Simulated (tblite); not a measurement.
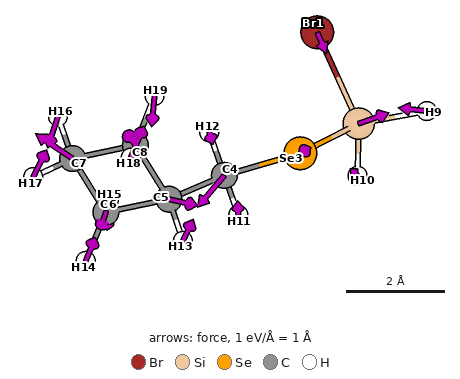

Starting geometry of C5H11BrSeSi with the computed forces as purple arrows. A ball-and-stick model, seen from a free direction.

Computed with tblite 0.8.0, GFN2-xTB geometry optimisation, gas phase. 

> What follows when this structure is relaxed?

It isn't relaxed: the largest force vector, on an H atom, is 1.09 eV/Å. The final displacements have little in common with the starting forces (cosine between the two patterns 0.18). An H atom moves most after the best rigid fit: 0.59 Å. Largest moves by element: H 0.59 Å, Br 0.50 Å, Se 0.22 Å, C 0.15 Å, Si 0.12 Å. Some distances before and after: H–Si 1.486 → 1.450 Å, C–H 1.118 → 1.088 Å, C–C 1.538 → 1.510 Å, Br–Si 2.249 → 2.222 Å. Bond angles that change, for instance: Br–Si–H 110.1° → 103.4°, Si–Se–C 91.6° → 97.9°, H–Si–H 109.4° → 115.0°. Groups turn about Se–Si by about 20°. The energy falls by 6.29 kcal/mol in 91 geometry steps. The run took 1.6 s on 1 thread of Arm Neoverse N1 (shared host).
